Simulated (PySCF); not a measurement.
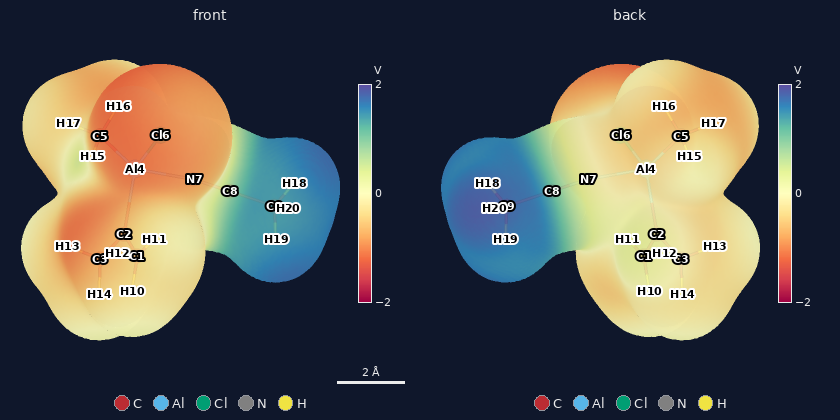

*C6H11AlClN. The electrostatic potential painted on the density surface at 0.001 e/bohr³, seen from the front and from behind; red is negative and blue positive.*

Geometry: GFN2-xTB.

The calculation used PBE0/pcSseg-1, SCF density, gas phase, non-relativistic in PySCF 2.14.0.

```yaml
atoms:
  - { symbol: C, position_ang: [-1.6943, -1.0481, 1.4276] }
  - { symbol: C, position_ang: [-1.4517, -0.3409, 0.3244] }
  - { symbol: C, position_ang: [-2.0496, -0.7755, -0.9879] }
  - { symbol: Al, position_ang: [-0.2933, 1.3036, 0.3326] }
  - { symbol: C, position_ang: [-0.3918, 2.5860, -1.1897] }
  - { symbol: Cl, position_ang: [0.3083, 1.9923, 2.1740] }
  - { symbol: N, position_ang: [1.4006, 0.2444, -0.1318] }
  - { symbol: C, position_ang: [2.1887, -0.5284, 0.1802] }
  - { symbol: C, position_ang: [3.1643, -1.4921, 0.5643] }
  - { symbol: H, position_ang: [-2.3152, -1.9384, 1.4402] }
  - { symbol: H, position_ang: [-1.2836, -0.7523, 2.3828] }
  - { symbol: H, position_ang: [-1.2667, -0.8657, -1.7409] }
  - { symbol: H, position_ang: [-2.7465, -0.0153, -1.3399] }
  - { symbol: H, position_ang: [-2.5786, -1.7263, -0.9079] }
  - { symbol: H, position_ang: [-0.5791, 2.0900, -2.1452] }
  - { symbol: H, position_ang: [0.5339, 3.1593, -1.3142] }
  - { symbol: H, position_ang: [-1.1861, 3.3305, -1.0738] }
  - { symbol: H, position_ang: [3.7965, -1.0682, 1.3442] }
  - { symbol: H, position_ang: [2.6604, -2.3777, 0.9514] }
  - { symbol: H, position_ang: [3.7783, -1.7664, -0.2932] }
```

Where is the surface potential most negative and most positive?

Answer. The most negative region (about −1.2 V) lies over Cl6, the most positive (about +1.9 V) over H20.

How polar is the molecule by this calculation?

Answer. Its dipole moment is 7.61 D.
